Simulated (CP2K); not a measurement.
# C3H8O (methoxyethane) at PBE/6-31G(d) (spherical functions)

Aim: the energy change on altering one bond length of C3H8O (methoxyethane) at PBE/6-31G* (spherical functions), from 2 runs. 

The results are computed with CP2K 2026.2.

3 further runs of the same task are left out: 2 that didn't finish, 1 set aside as unsound or not needed.

## 1. The molecule

C3H8O has 12 atoms, charge 0, and is taken as a singlet. As SMILES, `CCOC`. The coordinates come from a PBE0-D4/def2-TZVP relaxation. This is one conformer, not always the lowest.

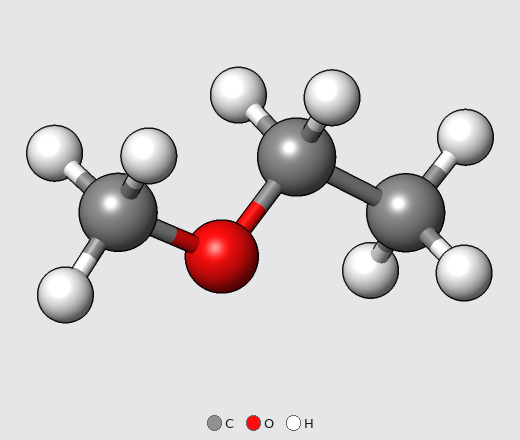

The structure, seen from a chosen angle (carbon grey, oxygen red, hydrogen white).

## 2. A single-point energy at PBE/6-31G(d) (spherical functions)

mol.inp reads:

```
&force_eval
   method Quickstep
   &dft
      basis_set_file_name ./6_31gs.basis
      potential_file_name POTENTIAL
      charge 0
      multiplicity 1
      &qs
         method GAPW
         eps_default 1.0E-10
      &end
      &mgrid
         cutoff 280
         rel_cutoff 50
         ngrids 4
      &end
      &poisson
         periodic NONE
         poisson_solver MULTIPOLE
      &end
      &scf
         scf_guess ATOMIC
         eps_scf 1.0E-07
         max_scf 150
         added_mos 10
         &diagonalization
            algorithm STANDARD
         &end
         &mixing
            method DIRECT_P_MIXING
            alpha 0.4
         &end
      &end
      &xc
         &xc_functional
            &gga_x_pbe
            &end
            &gga_c_pbe
            &end
         &end
      &end
      &print
         &moments
            periodic F
            reference COM
            max_moment 1
         &end
         &mo ON
            energies T
            occupation_numbers T
            ndigits 6
            &each
               qs_scf 0
            &end
            add_last NUMERIC
         &end
         &lowdin ON
         &end
         &hirshfeld OFF
         &end
      &end
   &end
   &subsys
      &cell
         abc [angstrom] 11.9 9.3 10.3
         periodic NONE
      &end
      &coord
         C     -1.552400     0.504300     0.733800
         C     -0.424200    -0.307900     0.152000
         O      0.626400     0.556900    -0.197600
         C      1.717300    -0.124000    -0.747300
         H     -1.913800     1.234400     0.007100
         H     -1.218500     1.042600     1.623000
         H     -2.383900    -0.145800     1.014400
         H     -0.764400    -0.862800    -0.737000
         H     -0.068400    -1.054400     0.880100
         H      2.482200     0.614500    -0.988900
         H      2.138100    -0.852700    -0.039400
         H      1.438600    -0.660100    -1.666100
      &end
      &topology
         &center_coordinates
         &end
      &end
      &kind C
         basis_set 6-31Gs
         potential ALL
         lebedev_grid 194
         radial_grid 100
      &end
      &kind O
         basis_set 6-31Gs
         potential ALL
         lebedev_grid 194
         radial_grid 100
      &end
      &kind H
         basis_set 6-31Gs
         potential ALL
         lebedev_grid 194
         radial_grid 100
      &end
   &end
&end

&global
   project_name mol
   run_type ENERGY
   print_level MEDIUM
&end
```

Run with:

```
$ OMP_NUM_THREADS=1 cp2k.psmp -i mol.inp -o mol.out
```

Output, cut to the lines that bear on the results:

```text
CP2K| version string:                                       CP2K version 2026.2
[...]
 GLOBAL| Method name                                                        CP2K
[...]
 GLOBAL| Run type                                                         ENERGY
[...]
 DFT| Spin restricted Kohn-Sham (RKS) calculation                            RKS
 DFT| Multiplicity                                                             1
[...]
 DFT| Charge                                                                   0
[...]
 FUNCTIONAL| GGA_X_PBE:
[...]
 FUNCTIONAL| GGA_C_PBE:
[...]
 QS| Method:                                                                GAPW
[...]
 QS| Density cutoff [a.u.]:                                                140.0
[...]
 QS| Relative density cutoff [a.u.]:                                        25.0
[...]
                             - Atoms:                                         12
[...]
                             - Spherical basis functions:                     72
[...]
 Number of electrons:                                                         34
[...]
     1 P_Mix/Diag. 0.40E+00    1.1     0.46461956      -194.5902927040 -1.95E+02
[...]
    14 DIIS/Diag.  0.15E-06    1.1     0.00000008      -194.0760800066 -8.53E-14
  *** SCF run converged in    14 steps ***
[...]
  Overlap energy of the core charge distribution:               0.00000615803286
  Self energy of the core charge distribution:               -171.53215175597731
  Core Hamiltonian energy:                                    -24.11882770606955
  Hartree energy:                                              60.56808891912660
  Exchange-correlation energy:                                -12.14965743391723
[...]
                     Mulliken Population Analysis
 #  Atom  Element  Kind  Atomic population                           Net charge
       1     C        1          6.502356                             -0.502356
       2     C        1          6.046809                             -0.046809
       3     O        2          8.407002                             -0.407002
       4     C        1          6.243113                             -0.243113
       5     H        3          0.827015                              0.172985
       6     H        3          0.826976                              0.173024
       7     H        3          0.841776                              0.158224
       8     H        3          0.873385                              0.126615
       9     H        3          0.873250                              0.126750
      10     H        3          0.832846                              0.167154
      11     H        3          0.862769                              0.137231
      12     H        3          0.862703                              0.137297
[...]
  Dipole moment [Debye]
    X= -0.2222307E-01 Y= -0.1008846E+01 Z= -0.1105756E+00  Total=      1.0151311
 ENERGY| Total FORCE_EVAL ( QS ) energy [hartree]           -194.076080006645924
[...]
```

Run time: 17 s. Hardware: 1 thread of Arm Neoverse V1, shared host; peak memory 0.6 GiB.

## 3. The distorted shape

mol.inp reads:

```
&GLOBAL
  PROJECT_NAME mol
  RUN_TYPE ENERGY
  PRINT_LEVEL MEDIUM
&END GLOBAL

&FORCE_EVAL
  METHOD QS
  &DFT
    BASIS_SET_FILE_NAME ./6_31gs.basis
    POTENTIAL_FILE_NAME POTENTIAL
    # Quickstep
    &QS
      METHOD GAPW
      EPS_DEFAULT 1.0E-10
    &END QS
    &MGRID
      CUTOFF 280
      REL_CUTOFF 50
      NGRIDS 4
    &END MGRID
    # no periodic images
    &POISSON
      PERIODIC NONE
      POISSON_SOLVER MULTIPOLE
    &END POISSON
    &SCF
      SCF_GUESS ATOMIC
      EPS_SCF 1.0E-07
      MAX_SCF 150
      ADDED_MOS 5
      &DIAGONALIZATION
        ALGORITHM STANDARD
      &END DIAGONALIZATION
      &MIXING
        METHOD BROYDEN_MIXING
        ALPHA 0.2
        NBUFFER 4
      &END MIXING
    &END SCF
    &XC
      &XC_FUNCTIONAL
        &GGA_X_PBE
        &END GGA_X_PBE
        &GGA_C_PBE
        &END GGA_C_PBE
      &END XC_FUNCTIONAL
    &END XC
    &PRINT
      &MOMENTS
        PERIODIC F
        REFERENCE COM
        MAX_MOMENT 1
      &END MOMENTS
      &MO ON
        ENERGIES T
        OCCUPATION_NUMBERS T
        NDIGITS 6
        &EACH
          QS_SCF 0
        &END EACH
        ADD_LAST NUMERIC
      &END MO
      &LOWDIN ON
      &END LOWDIN
      &HIRSHFELD OFF
      &END HIRSHFELD
      &MO_MOLDEN ON
        NDIGITS 8
      &END MO_MOLDEN
    &END PRINT
  &END DFT
  # structure
  &SUBSYS
    &CELL
      ABC 11.9 9.5 11.4
      PERIODIC NONE
    &END CELL
    &COORD
      C     -1.217952     1.147635     1.836385
      C     -0.089752     0.335435     1.254585
      O      0.960848     1.200235     0.904985
      C      2.051748     0.519335     0.355285
      H     -1.579352     1.877735     1.109685
      H     -0.884052     1.685935     2.725585
      H     -2.049452     0.497535     2.116985
      H     -0.429952    -0.219465     0.365585
      H      0.266048    -0.411065     1.982685
      H      2.816648     1.257835     0.113685
      H      2.472548    -0.209365     1.063185
      H      1.438600    -0.660100    -1.666100
    &END COORD
    &TOPOLOGY
      &CENTER_COORDINATES
      &END CENTER_COORDINATES
    &END TOPOLOGY
    &KIND C
      BASIS_SET 6-31Gs
      POTENTIAL ALL
      LEBEDEV_GRID 194
      RADIAL_GRID 100
    &END KIND
    &KIND O
      BASIS_SET 6-31Gs
      POTENTIAL ALL
      LEBEDEV_GRID 194
      RADIAL_GRID 100
    &END KIND
    &KIND H
      BASIS_SET 6-31Gs
      POTENTIAL ALL
      LEBEDEV_GRID 194
      RADIAL_GRID 100
    &END KIND
  &END SUBSYS
&END FORCE_EVAL
```

Run with:

```
$ OMP_NUM_THREADS=1 cp2k.psmp mol.inp > mol.out
```

Output, cut to the lines that bear on the results:

```text
CP2K| version string:                                       CP2K version 2026.2
[...]
 GLOBAL| Method name                                                        CP2K
[...]
 GLOBAL| Run type                                                         ENERGY
[...]
 DFT| Spin restricted Kohn-Sham (RKS) calculation                            RKS
 DFT| Multiplicity                                                             1
[...]
 DFT| Charge                                                                   0
[...]
 FUNCTIONAL| GGA_X_PBE:
[...]
 FUNCTIONAL| GGA_C_PBE:
[...]
 QS| Method:                                                                GAPW
[...]
 QS| Density cutoff [a.u.]:                                                140.0
[...]
 QS| Relative density cutoff [a.u.]:                                        25.0
[...]
                             - Atoms:                                         12
[...]
                             - Spherical basis functions:                     72
[...]
 Number of electrons:                                                         34
[...]
     1 NoMix/Diag. 0.20E+00    1.2     0.46325120      -194.3767007566 -1.94E+02
[...]
    39 Broy./Diag. 0.20E+00    1.4     0.00000009      -193.9307661919 -4.73E-07
  *** SCF run converged in    39 steps ***
[...]
  Overlap energy of the core charge distribution:               0.00000547513846
  Self energy of the core charge distribution:               -171.53215175597731
  Core Hamiltonian energy:                                    -24.53020431640707
  Hartree energy:                                              60.95267519009317
  Exchange-correlation energy:                                -11.94886603440741
[...]
  Dipole moment [Debye]
    X= -0.3704497E+00 Y=  0.1568347E+00 Z=  0.2245318E+01  Total=      2.2810707
 ENERGY| Total FORCE_EVAL ( QS ) energy [hartree]           -193.930766191944429
[...]
```

It took 55 s on 1 thread of Arm Neoverse V1, shared host; peak memory 0.92 GiB.

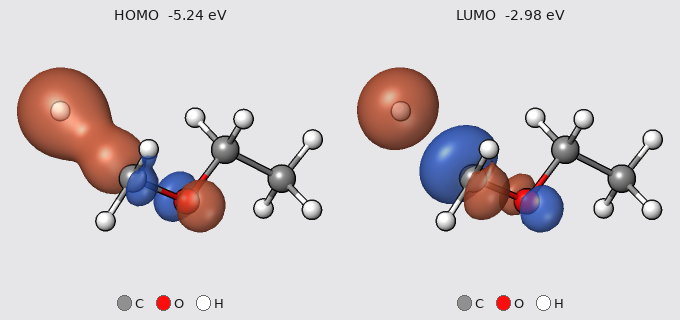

Frontier orbitals of this run, surfaces at ±0.2 Å^-3/2.

## 4. Summary of results

At PBE/6-31G* (spherical functions):

| quantity | value |
| --- | --- |
| first shape: total energy | -194.07608 Eh |
| first shape: dipole moment | 1.02 D |
| first shape: HOMO energy | -5.38 eV |
| first shape: LUMO energy | 1.91 eV |
| first shape: HOMO–LUMO gap | 7.28 eV |
| distorted shape: total energy | -193.93077 Eh |
| distorted shape: dipole moment | 2.28 D |
| distorted shape: HOMO energy | -5.24 eV |
| distorted shape: LUMO energy | -2.98 eV |
| distorted shape: HOMO–LUMO gap | 2.26 eV |
| energy change with the C4–H12 bond stretched from 1.100 to 2.419 Å | 3.954 eV |

**Reading.** One bond (distorted shape) is far stretched, which a spin-restricted single reference describes badly; a broken-symmetry solution may lie lower. With the C4–H12 bond stretched from 1.100 to 2.419 Å the energy rises by 3.95 eV (91 kcal/mol). The first shape isn't relaxed at this level, so the change isn't measured from a minimum. A restricted reference can't describe the breaking bond well at this length.
